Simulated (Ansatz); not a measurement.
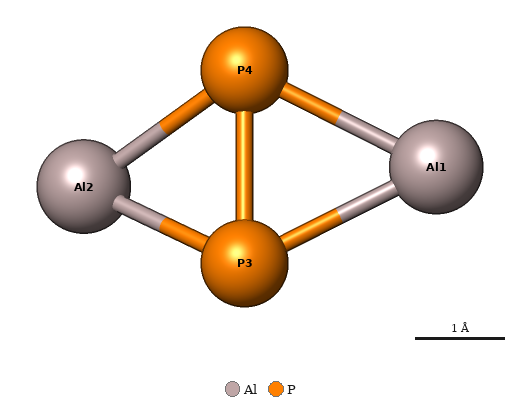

Figure 1. The starting structure (ball-and-stick view, seen at a tilt; atoms are numbered from 1 in the order of the input). Sticks mark near contacts.

# Run report: Al2P2 (charge −1), molecular dynamics

System: Al2P2, charge −1, multiplicity 2.
Method: UKS BLYP-d3bj/6-31G* (Ansatz 0.2.0).

The geometry comes from this level: B3LYP-D4/def2-TZVPD. Figures and captions count atoms from 1; the log counts them from 0 in places.

### The input
```yaml
crystal:
  periodic: [false, false, false]
  atoms:
    - {symbol: Al, position_ang: [-1.548345, -0.019539, -1.411653]}
    - {symbol: Al, position_ang: [1.155038, -0.348569, 1.713152]}
    - {symbol: P, position_ang: [0.651238, -0.701879, -0.637385]}
    - {symbol: P, position_ang: [-0.257931, 1.069987, 0.335876]}
basis:
  gaussian: {orbitals: "6-31G*"}
total_charge: -1
magnetization: {spin_polarized: true, initial_magnetization: 1}
hamiltonian: {xc: {name: BLYP}, dispersion: d3bj}
md: {timestep: 0.5 fs, n_steps: 20, ensemble: nvt_langevin, temperature: 700, initial_velocities: maxwell_boltzmann, friction: 0.01, seed: 727}
scf: {omitted_lower_state_checks: [starts]}
```

Run on 2 threads of AMD EPYC, 149 GiB of memory available, shared host.

Run as:
```bash
ansatz run in.yaml --threads 2 --pin off --events-out ev --progress --plain --max-ram 4352MiB
```

### Output
```
Functional definition: BLYP
  name "BLYP"
  cite "Becke, Phys. Rev. A 38, 3098 (1988) doi:10.1103/PhysRevA.38.3098"
  cite "Lee, Yang & Parr, Phys. Rev. B 37, 785 (1988) doi:10.1103/PhysRevB.37.785"
  parameter beta = 0.0042
  parameter a = 0.04918
  parameter b = 0.132
  parameter c = 0.2533
  parameter d = 0.349
  exchange = b88_x(beta = beta)
  correlation = lyp_c(a = a, b = b, c = c, d = d)
these checks for a lower state are left out or cut short: starts
812 factors; their error is unknown
mean field evaluation 1: about -31771.1592 eV, gradient 4.0e0 eV
mean field evaluation 2: about -31771.2939 eV, gradient 1.9e0 eV
mean field evaluation 4: about -31771.3335 eV, gradient 4.8e-1 eV
mean field evaluation 8: about -31771.3092 eV, gradient 7.3e-2 eV
mean field evaluation 16: about -31771.3092 eV, gradient 7.7e-5 eV
mean field -31771.30921523 eV, -1167.5740782927 hartree, gradient 7.7e-5 eV, S^2 0.754339; 0 other end points of the search recorded, 0 dependent functions left out
the calculation of the forces begins
reference -31771.30949616 eV, -1167.5740886168 hartree; 29, 28 occupied and 47, 48 virtual orbitals, 812 factors
md step     0: t =     0.00 fs  T =   525.0 K  F+E_penalty+E_count = -31771.80724438 eV  E_kin = 0.271446 eV  (30 SCF iters)
these checks for a lower state are left out or cut short: starts, cluster_reference, orbital_swaps, neighbouring_geometries, increment
812 factors; their error is unknown
mean field -31771.30588217 eV, -1167.5739558053 hartree, gradient 1.3e-5 eV, S^2 0.754323; 0 other end points of the search recorded, 0 dependent functions left out
[... from here on the field's lines of each further geometry are left out, up to the last ...]
md step     1: t =     0.50 fs  T =   573.9 K  F+E_penalty+E_count = -31771.80384379 eV  E_kin = 0.296716 eV  (28 SCF iters)
md step     2: t =     1.00 fs  T =   598.4 K  F+E_penalty+E_count = -31771.80035228 eV  E_kin = 0.309393 eV  (29 SCF iters)
md step     3: t =     1.50 fs  T =   560.1 K  F+E_penalty+E_count = -31771.79693132 eV  E_kin = 0.289606 eV  (29 SCF iters)
md step     4: t =     2.00 fs  T =   578.8 K  F+E_penalty+E_count = -31771.79359642 eV  E_kin = 0.299252 eV  (28 SCF iters)
md step     5: t =     2.50 fs  T =   566.4 K  F+E_penalty+E_count = -31771.79004724 eV  E_kin = 0.292869 eV  (28 SCF iters)
md step     6: t =     3.00 fs  T =   528.1 K  F+E_penalty+E_count = -31771.78628410 eV  E_kin = 0.273028 eV  (28 SCF iters)
md step     7: t =     3.50 fs  T =   531.5 K  F+E_penalty+E_count = -31771.78228945 eV  E_kin = 0.274829 eV  (27 SCF iters)
md step     8: t =     4.00 fs  T =   515.9 K  F+E_penalty+E_count = -31771.77796618 eV  E_kin = 0.266750 eV  (28 SCF iters)
md step     9: t =     4.50 fs  T =   485.9 K  F+E_penalty+E_count = -31771.77344123 eV  E_kin = 0.251237 eV  (28 SCF iters)
md step    10: t =     5.00 fs  T =   484.3 K  F+E_penalty+E_count = -31771.76876046 eV  E_kin = 0.250379 eV  (27 SCF iters)
md step    11: t =     5.50 fs  T =   455.5 K  F+E_penalty+E_count = -31771.76383404 eV  E_kin = 0.235500 eV  (28 SCF iters)
md step    12: t =     6.00 fs  T =   472.0 K  F+E_penalty+E_count = -31771.75893167 eV  E_kin = 0.244047 eV  (28 SCF iters)
md step    13: t =     6.50 fs  T =   442.2 K  F+E_penalty+E_count = -31771.75430788 eV  E_kin = 0.228651 eV  (28 SCF iters)
md step    14: t =     7.00 fs  T =   464.6 K  F+E_penalty+E_count = -31771.74987569 eV  E_kin = 0.240229 eV  (28 SCF iters)
md step    15: t =     7.50 fs  T =   468.3 K  F+E_penalty+E_count = -31771.74560375 eV  E_kin = 0.242144 eV  (28 SCF iters)
md step    16: t =     8.00 fs  T =   458.5 K  F+E_penalty+E_count = -31771.74138020 eV  E_kin = 0.237082 eV  (28 SCF iters)
md step    17: t =     8.50 fs  T =   457.3 K  F+E_penalty+E_count = -31771.73727649 eV  E_kin = 0.236468 eV  (29 SCF iters)
md step    18: t =     9.00 fs  T =   464.8 K  F+E_penalty+E_count = -31771.73376814 eV  E_kin = 0.240319 eV  (29 SCF iters)
md step    19: t =     9.50 fs  T =   380.9 K  F+E_penalty+E_count = -31771.73053251 eV  E_kin = 0.196942 eV  (29 SCF iters)
the calculation of the forces begins
reference -31771.23092698 eV, -1167.5712012528 hartree; 29, 28 occupied and 47, 48 virtual orbitals, 812 factors
these checks for a lower state are left out or cut short: starts
812 factors; their error is unknown
mean field -31771.23064695 eV, -1167.5711909617 hartree, gradient 1.9e-5 eV, S^2 0.754312; 0 other end points of the search recorded, 0 dependent functions left out
the calculation of the forces begins
reference -31771.23092698 eV, -1167.5712012528 hartree; 29, 28 occupied and 47, 48 virtual orbitals, 812 factors
md step    20: t =    10.00 fs  T =   395.9 K  F+E_penalty+E_count = -31771.72698760 eV  E_kin = 0.204679 eV  (17 SCF iters)
```

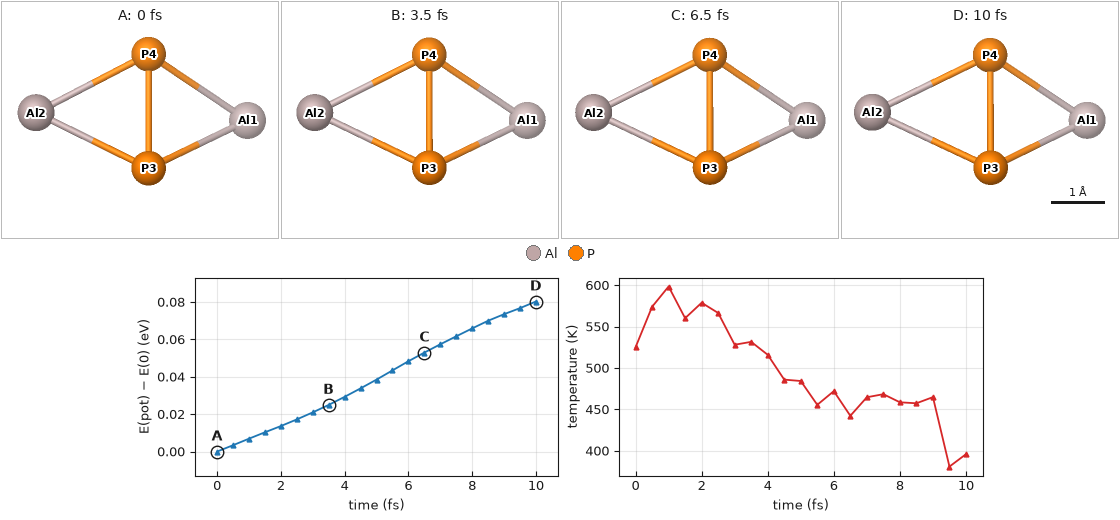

Figure 2. Frames of the molecular dynamics (ball-and-stick, seen at a tilt) above the curves, on which the letters mark them. The trajectory kept here has 21 frames over 10 fs. The temperature starts at 525 K, ranges from 381 to 598 K and averages 449 K over the second half. The potential energy ends 0.080 eV above its first value. After an unweighted best fit of the last frame on the first, the root-mean-square displacement is 0.05 Å.

```
Total energy: -31771.72726764 eV, -1167.5894414356 hartree
Atom 0 at    -1.498267    -0.019468    -1.442600 Å, force    -0.917774    -0.080290    -0.659987 eV/Å
Atom 1 at     1.166626    -0.320068     1.792884 Å, force    -0.165636     0.059442    -0.304936 eV/Å
Atom 2 at     0.603063    -0.707725    -0.630507 Å, force     1.065039    -0.940722     0.016278 eV/Å
Atom 3 at    -0.297229     1.055709     0.296276 Å, force     0.018371     0.961571     0.948645 eV/Å
Dipole moment:     0.163977     0.058709     0.048573 e Å
Checks for a lower state left out: starts
```

### Trajectory as extended XYZ (Å, eV, eV/Å), 21 frames, from step=0 to step=20
```
4
Properties=species:S:1:pos:R:3:forces:R:3 step=0 time_fs=0.0 energy=-31771.80724 temperature=525.0
Al   -1.5483   -0.0195   -1.4117   -0.3193  -0.0344  -0.2330
Al    1.1550   -0.3486    1.7132    0.1781  -0.0952   0.3416
P     0.6512   -0.7019   -0.6374    0.3849  -0.5462  -0.3901
P    -0.2579    1.0700    0.3359   -0.2436   0.6758   0.2816
4
Properties=species:S:1:pos:R:3:forces:R:3 step=1 time_fs=0.5 energy=-31771.80384 temperature=573.9
Al   -1.5456   -0.0199   -1.4130   -0.3510  -0.0376  -0.2541
Al    1.1564   -0.3468    1.7164    0.1637  -0.0881   0.3156
P     0.6484   -0.7015   -0.6360    0.4326  -0.5943  -0.3898
P    -0.2587    1.0681    0.3330   -0.2454   0.7200   0.3283
4
Properties=species:S:1:pos:R:3:forces:R:3 step=2 time_fs=1.0 energy=-31771.80035 temperature=598.4
Al   -1.5426   -0.0204   -1.4143   -0.3856  -0.0410  -0.2775
Al    1.1575   -0.3452    1.7201    0.1469  -0.0798   0.2845
P     0.6456   -0.7012   -0.6348    0.4810  -0.6386  -0.3827
P    -0.2597    1.0665    0.3300   -0.2423   0.7593   0.3758
4
Properties=species:S:1:pos:R:3:forces:R:3 step=3 time_fs=1.5 energy=-31771.79693 temperature=560.1
Al   -1.5395   -0.0208   -1.4157   -0.4200  -0.0441  -0.3009
Al    1.1584   -0.3436    1.7240    0.1286  -0.0708   0.2506
P     0.6429   -0.7010   -0.6338    0.5272  -0.6773  -0.3708
P    -0.2609    1.0653    0.3271   -0.2358   0.7922   0.4211
4
Properties=species:S:1:pos:R:3:forces:R:3 step=4 time_fs=2.0 energy=-31771.79360 temperature=578.8
Al   -1.5364   -0.0213   -1.4171   -0.4546  -0.0470  -0.3242
Al    1.1596   -0.3420    1.7281    0.1092  -0.0612   0.2144
P     0.6403   -0.7010   -0.6331    0.5712  -0.7104  -0.3544
P    -0.2623    1.0642    0.3244   -0.2259   0.8186   0.4642
4
Properties=species:S:1:pos:R:3:forces:R:3 step=5 time_fs=2.5 energy=-31771.79005 temperature=566.4
Al   -1.5332   -0.0218   -1.4185   -0.4897  -0.0499  -0.3483
Al    1.1607   -0.3405    1.7323    0.0897  -0.0517   0.1782
P     0.6378   -0.7010   -0.6324    0.6142  -0.7405  -0.3360
P    -0.2641    1.0632    0.3219   -0.2142   0.8421   0.5062
4
Properties=species:S:1:pos:R:3:forces:R:3 step=6 time_fs=3.0 energy=-31771.78628 temperature=528.1
Al   -1.5301   -0.0221   -1.4200   -0.5245  -0.0531  -0.3726
Al    1.1616   -0.3392    1.7364    0.0703  -0.0422   0.1422
P     0.6354   -0.7009   -0.6318    0.6556  -0.7682  -0.3169
P    -0.2661    1.0622    0.3196   -0.2014   0.8634   0.5473
4
Properties=species:S:1:pos:R:3:forces:R:3 step=7 time_fs=3.5 energy=-31771.78229 temperature=531.5
Al   -1.5272   -0.0226   -1.4212   -0.5599  -0.0564  -0.3976
Al    1.1622   -0.3381    1.7405    0.0507  -0.0326   0.1058
P     0.6329   -0.7010   -0.6314    0.6961  -0.7935  -0.2959
P    -0.2683    1.0613    0.3172   -0.1869   0.8825   0.5877
4
Properties=species:S:1:pos:R:3:forces:R:3 step=8 time_fs=4.0 energy=-31771.77797 temperature=515.9
Al   -1.5246   -0.0231   -1.4224   -0.5956  -0.0597  -0.4230
Al    1.1626   -0.3371    1.7447    0.0314  -0.0232   0.0696
P     0.6305   -0.7010   -0.6311    0.7363  -0.8178  -0.2742
P    -0.2707    1.0604    0.3149   -0.1721   0.9007   0.6277
4
Properties=species:S:1:pos:R:3:forces:R:3 step=9 time_fs=4.5 energy=-31771.77344 temperature=485.9
Al   -1.5220   -0.0235   -1.4237   -0.6302  -0.0628  -0.4478
Al    1.1629   -0.3359    1.7488    0.0130  -0.0147   0.0350
P     0.6279   -0.7011   -0.6309    0.7750  -0.8407  -0.2529
P    -0.2731    1.0595    0.3127   -0.1578   0.9182   0.6657
4
Properties=species:S:1:pos:R:3:forces:R:3 step=10 time_fs=5.0 energy=-31771.76876 temperature=484.3
Al   -1.5197   -0.0237   -1.4250   -0.6629  -0.0657  -0.4713
Al    1.1632   -0.3347    1.7528   -0.0045  -0.0066   0.0021
P     0.6253   -0.7013   -0.6306    0.8121  -0.8633  -0.2329
P    -0.2754    1.0586    0.3106   -0.1447   0.9356   0.7020
4
Properties=species:S:1:pos:R:3:forces:R:3 step=11 time_fs=5.5 energy=-31771.76383 temperature=455.5
Al   -1.5174   -0.0238   -1.4265   -0.6946  -0.0686  -0.4944
Al    1.1634   -0.3336    1.7567   -0.0218   0.0013  -0.0299
P     0.6229   -0.7013   -0.6303    0.8484  -0.8857  -0.2138
P    -0.2778    1.0578    0.3086   -0.1320   0.9530   0.7381
4
Properties=species:S:1:pos:R:3:forces:R:3 step=12 time_fs=6.0 energy=-31771.75893 temperature=472.0
Al   -1.5151   -0.0237   -1.4280   -0.7257  -0.0716  -0.5174
Al    1.1638   -0.3325    1.7606   -0.0393   0.0094  -0.0623
P     0.6204   -0.7014   -0.6300    0.8825  -0.9048  -0.1931
P    -0.2803    1.0571    0.3066   -0.1175   0.9669   0.7728
4
Properties=species:S:1:pos:R:3:forces:R:3 step=13 time_fs=6.5 energy=-31771.75431 temperature=442.2
Al   -1.5130   -0.0233   -1.4297   -0.7538  -0.0736  -0.5378
Al    1.1644   -0.3314    1.7644   -0.0570   0.0176  -0.0943
P     0.6179   -0.7015   -0.6297    0.9138  -0.9209  -0.1719
P    -0.2828    1.0568    0.3049   -0.1030   0.9769   0.8040
4
Properties=species:S:1:pos:R:3:forces:R:3 step=14 time_fs=7.0 energy=-31771.74988 temperature=464.6
Al   -1.5109   -0.0230   -1.4317   -0.7794  -0.0746  -0.5559
Al    1.1651   -0.3301    1.7684   -0.0744   0.0254  -0.1262
P     0.6154   -0.7016   -0.6294    0.9430  -0.9348  -0.1498
P    -0.2850    1.0567    0.3033   -0.0892   0.9840   0.8319
4
Properties=species:S:1:pos:R:3:forces:R:3 step=15 time_fs=7.5 energy=-31771.74560 temperature=468.3
Al   -1.5089   -0.0227   -1.4336   -0.8034  -0.0756  -0.5732
Al    1.1658   -0.3287    1.7726   -0.0920   0.0331  -0.1589
P     0.6131   -0.7021   -0.6291    0.9695  -0.9454  -0.1258
P    -0.2871    1.0566    0.3018   -0.0742   0.9880   0.8578
4
Properties=species:S:1:pos:R:3:forces:R:3 step=16 time_fs=8.0 energy=-31771.74138 temperature=458.5
Al   -1.5070   -0.0222   -1.4354   -0.8264  -0.0769  -0.5903
Al    1.1663   -0.3270    1.7769   -0.1091   0.0400  -0.1913
P     0.6108   -0.7028   -0.6289    0.9937  -0.9533  -0.1005
P    -0.2891    1.0565    0.3001   -0.0582   0.9902   0.8821
4
Properties=species:S:1:pos:R:3:forces:R:3 step=17 time_fs=8.5 energy=-31771.73728 temperature=457.3
Al   -1.5051   -0.0215   -1.4372   -0.8504  -0.0782  -0.6083
Al    1.1665   -0.3252    1.7811   -0.1248   0.0459  -0.2223
P     0.6085   -0.7037   -0.6292    1.0159  -0.9567  -0.0731
P    -0.2912    1.0564    0.2987   -0.0407   0.9890   0.9038
4
Properties=species:S:1:pos:R:3:forces:R:3 step=18 time_fs=9.0 energy=-31771.73377 temperature=464.8
Al   -1.5029   -0.0208   -1.4391   -0.8734  -0.0793  -0.6260
Al    1.1665   -0.3234    1.7852   -0.1395   0.0509  -0.2520
P     0.6065   -0.7049   -0.6296    1.0335  -0.9526  -0.0426
P    -0.2934    1.0561    0.2978   -0.0206   0.9810   0.9207
4
Properties=species:S:1:pos:R:3:forces:R:3 step=19 time_fs=9.5 energy=-31771.73053 temperature=380.9
Al   -1.5007   -0.0201   -1.4409   -0.8952  -0.0800  -0.6428
Al    1.1665   -0.3217    1.7892   -0.1532   0.0554  -0.2796
P     0.6048   -0.7063   -0.6301    1.0488  -0.9457  -0.0122
P    -0.2955    1.0560    0.2970   -0.0004   0.9702   0.9346
4
Properties=species:S:1:pos:R:3:forces:R:3 step=20 time_fs=10.0 energy=-31771.72699 temperature=395.9
Al   -1.4983   -0.0195   -1.4426   -0.9178  -0.0803  -0.6600
Al    1.1666   -0.3201    1.7929   -0.1656   0.0594  -0.3049
P     0.6031   -0.7077   -0.6305    1.0650  -0.9407   0.0163
P    -0.2972    1.0557    0.2963    0.0184   0.9616   0.9486
```

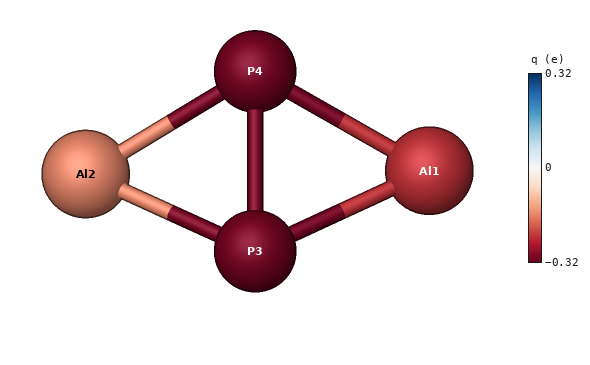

Figure 3. Mulliken charges, as the colour of each atom (ball-and-stick view, seen at a tilt; atoms are numbered from 1 in the order of the input). By element: Al −0.23 to −0.16 and P −0.31 e.

### Key numbers

| quantity | value |
| --- | --- |
| outcome | finished |
| mean temperature over the second half | 449 K |
| trajectory | 20 steps, 10 fs |
| ensemble | nvt_langevin |
| temperature in the input | 700 K |
| time step | 0.5 fs |
| potential energy (last step) | −31771.7273 eV |
| mean-field energy (last step) | −31771.2309 eV |
| dispersion energy (last step) | −0.4963 eV |
| ⟨S²⟩ (last step) | 0.754 |
| SCF solution under orbital rotations (last step) | stable |
| largest force (length of the vector) (last step) | 1.421 eV/Å |
| wall time | 66 s (CPU time 2.1 min) |
| peak memory | 0.37 GiB |

So short a trajectory is not equilibrated. The logged temperature at the start can lie below the typed one, since it is counted over all degrees of freedom. The temperature stays far from the 700 K of the thermostat over the second half: the run isn't equilibrated.
